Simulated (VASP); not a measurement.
Band structure of Zr (hcp). Level of theory: RPBE GGA, VASP's PBE PAW potentials (set 64) (plane waves; VASP).

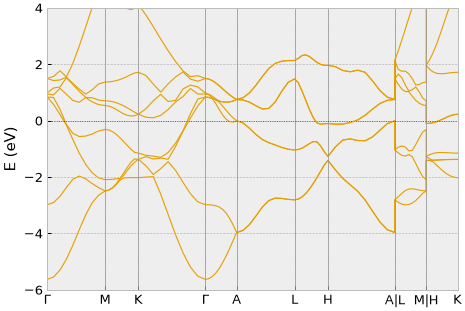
Bands along high-symmetry lines, zero at the valence-band maximum or, without a gap, the Fermi level

Read the plot: is there a gap, and where are the band edges?

It has no gap at this level: it comes out as a metal or semimetal. (Edges off the drawn lines would not show.)

The compound is Zr in the hcp structure. It was relaxed first.
